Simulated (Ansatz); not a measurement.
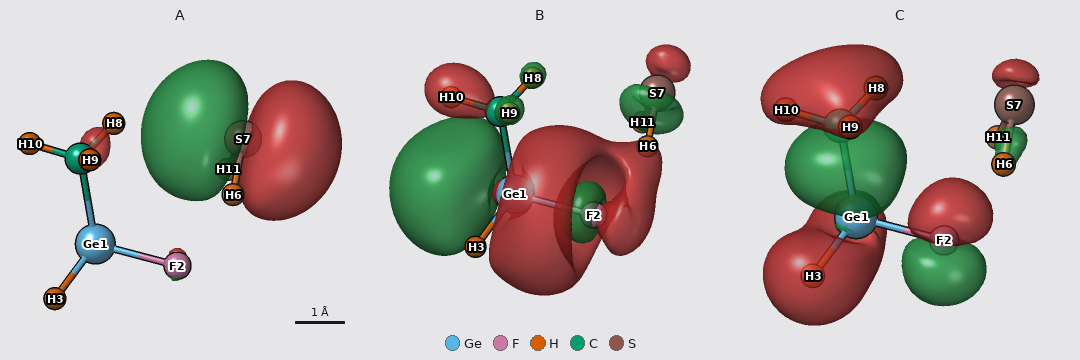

Figure 1: CH5FGe···H2S. Three frontier orbitals at ±0.08 Å⁻³ᐟ² (green and red are the two phases), in no order.

Method: RKS PBE-D4/def2-SVP (Ansatz).

Input file:

```
crystal:
  periodic: [false, false, false]
  atoms:
    - { symbol: Ge, position_ang: [0.213007, -0.449988, -1.019185] }
    - { symbol: F, position_ang: [1.523507, 0.725748, -0.786484] }
    - { symbol: H, position_ang: [0.760241, -1.379737, -2.141702] }
    - { symbol: H, position_ang: [-1.017672, 0.348668, -1.519224] }
    - { symbol: C, position_ang: [-0.04732, -1.416459, 0.655206] }
    - { symbol: H, position_ang: [0.595669, 2.03416, 0.686988] }
    - { symbol: S, position_ang: [-0.662585, 2.197754, 1.187081] }
    - { symbol: H, position_ang: [-0.546639, -0.771094, 1.401364] }
    - { symbol: H, position_ang: [0.935196, -1.747168, 1.046034] }
    - { symbol: H, position_ang: [-0.669361, -2.314311, 0.464331] }
    - { symbol: H, position_ang: [-1.083943, 2.772327, 0.02549] }
basis:
  gaussian: { orbitals: def2-SVP }
hamiltonian:
  xc: pbe
  dispersion: d4
relax:
  f_tol: 0.03
  max_steps: 50
output:
  orbitals: {}
```

Launched as:

```sh
ansatz run input.yaml --threads 2 --pin off --max-ram 3072MiB --backend cpu --events-out ev --progress --plain --runs-dir out
```

The fields are those of the run's last geometry, not of the input's.

### Which picture is the HOMO−1, the HOMO and the LUMO?

C is the HOMO−1 (−7.65 eV). Its weight (Hirshfeld) is mainly on F2 (about 30 %), C5 (about 30 %), Ge1 (about 20 %) and H3 (about 10 %). A is the HOMO (−5.76 eV). By Hirshfeld shares it lies mainly on S7 (about 90 %); largely a lone pair of S7. B is the LUMO (−0.62 eV). By Hirshfeld shares it lies mainly on Ge1 (about 55 %) and F2 (about 15 %).

### What is the HOMO–LUMO gap?

5.14 eV between the orbital energies.
